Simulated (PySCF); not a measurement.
```xyz
14

C    -2.1275    1.1618   -0.3024
C    -1.8684   -0.3369   -0.1387
C    -0.4588   -0.6065    0.0477
C     0.7203   -0.8124    0.1983
Si    2.5233   -1.0871    0.4385
S     3.4887    0.8457    0.5578
H    -1.7848    1.7036    0.5762
H    -1.5971    1.5464   -1.1707
H    -3.1915    1.3451   -0.4336
H    -2.4165   -0.7185    0.7279
H    -2.2161   -0.8768   -1.0248
H     3.0842   -1.7848   -0.7155
H     2.8272   -1.6963    1.7236
H     3.0162    1.3163   -0.5861
```

Geometry: GFN2-xTB.

Method: PBE0/def2-SVPD, SCF density, gas phase in PySCF.

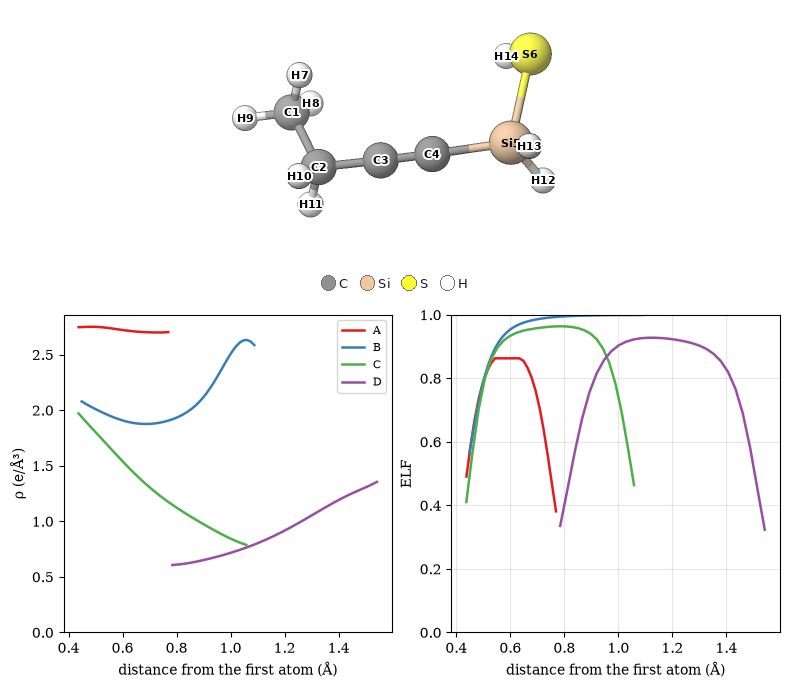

C4H8SSi (SMILES CCC#C[SiH2]S). Electron density and ELF along straight lines between neighbouring atoms. The curves leave out the atomic cores. The structure is drawn too.

Q: Which curve belongs to which contact (C–C, C–H, C–Si and Si–S)? The first atom named is at distance zero.

A: Curve A: C–C (1.21 Å): ρ at the midpoint is about 2.7 e/Å³; the ELF peaks at about 0.85 between the atoms: a short, multiple covalent bond. Curve B: C–H (1.09 Å): ρ is about 2 e/Å³ halfway; the ELF climbs to about 1 towards the hydrogen, as it does in any bond to H (an ordinary covalent bond to hydrogen). Curve C: C–Si (1.84 Å): the density is about 0.95 e/Å³ at the midpoint; the ELF peaks at about 0.95 between the atoms, as expected for a shared electron pair. Curve D: Si–S (2.16 Å): the density is about 0.79 e/Å³ at the midpoint; the ELF peaks at about 0.95 between the atoms (a shared electron pair).
